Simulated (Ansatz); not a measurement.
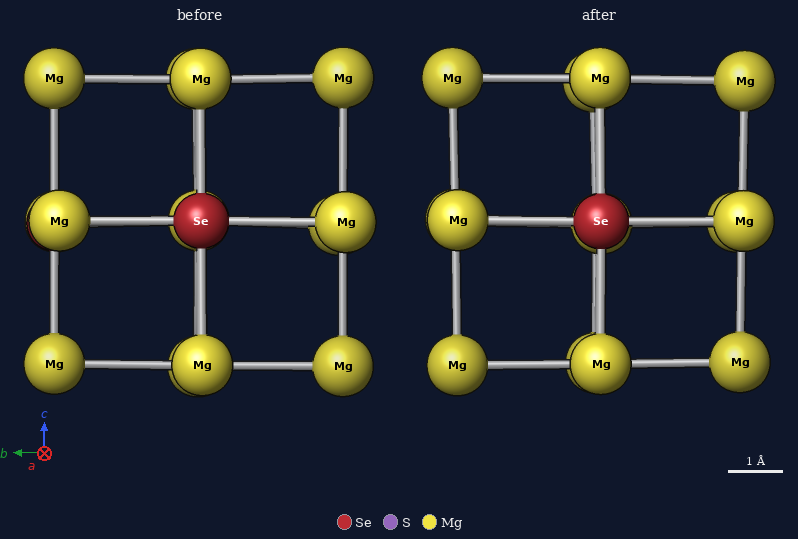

The structure of solid Se26S6Mg32 (a generated structure, set up in P1) before (left) and after (right) a relaxation, at one scale.

A ball-and-stick model of the atoms within 4.2 Å of the atom that moves most (axes of the cell of the calculation), seen from a free direction.

The calculation used Ansatz 0.2.0, DFT, PBEsol, PAW, plane waves. Settings: plane-wave cutoff 420 eV; k-point mesh 1 × 1 × 1; mesh shifted by (0.25, 0.25, 0.25); no spin polarisation; cell relaxed at fixed shape; force threshold 0.03 eV/Å; at most 80 steps.

What changed between the two?

Answer. The largest moves relative to the cell, 0.10 Å, are those of Mg atoms. Largest moves by element: Mg 0.10 Å, Se 0.06 Å, S 0.05 Å. The volume changes by +0.1 %, with a = b = c 10.798 → 10.802 Å (0.0 %). Among the contacts that change: Mg–S 2.752 → 2.644 Å, Mg–S 2.738 → 2.650 Å, Mg–S 2.726 → 2.640 Å, Mg–S 2.747 → 2.663 Å. Among the angles between lasting bonds that change: Se–Mg–Se 91.8° → 87.9°, S–Mg–S 88.6° → 91.8°, Se–Mg–Se 90.7° → 88.6°. The space group stays P1 (No. 1). Over 3 geometry steps the energy falls by 8.3 meV per atom. The largest force component goes from 0.56 to 0.011 eV/Å. Pressure: 0.21 GPa at the start and 0.01 GPa at the end.
